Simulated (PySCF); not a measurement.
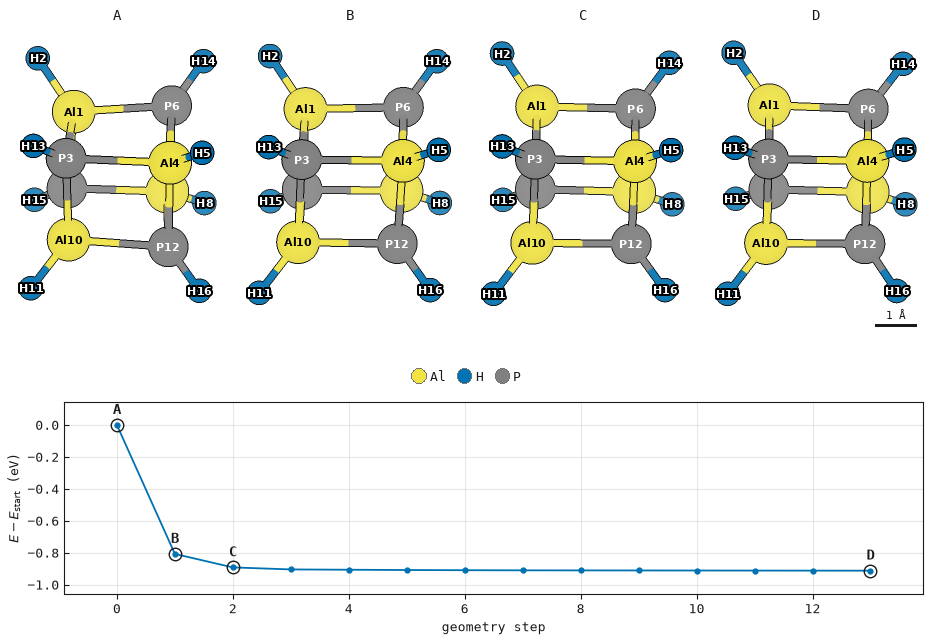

Frames of a relaxation of Al4P4H8, marked on the history of the run. A ball-and-stick model, seen at a tilt.

The start comes from GFN2-xTB. Its atoms were then displaced at random by about 0.03 Å.

Method: PBE0-D3(BJ)/def2-SVP geometry optimisation, gas phase in PySCF 2.14.0, density-fitted response routines. 

What happens along the run?

The energy falls by 0.912 eV in 13 geometry steps. An H atom moves most after the best rigid fit: 0.20 Å. By element the largest moves are H 0.20 Å, Al 0.19 Å, P 0.10 Å. Near-neighbour distances that change, for instance: Al–H 1.414 → 1.583 Å, Al–P 2.549 → 2.420 Å, Al–P 2.291 → 2.419 Å, Al–P 2.329 → 2.420 Å. Among the angles between lasting bonds that change: P–Al–P 98.1° → 88.9°, Al–P–H 132.4° → 124.3°, P–Al–P 95.9° → 88.8°. Cost: 12 min on 1 thread of Intel(R) Xeon(R) Processor @ 2.50GHz, with other jobs on the host. From step 0 to 1: an H atom moves most (0.18 Å), energy −0.807 eV. From step 1 to 2: an Al atom moves most (0.07 Å), energy −0.084 eV. From step 2 to 13: Al and H atoms move most (0.04 Å), energy −0.020 eV.
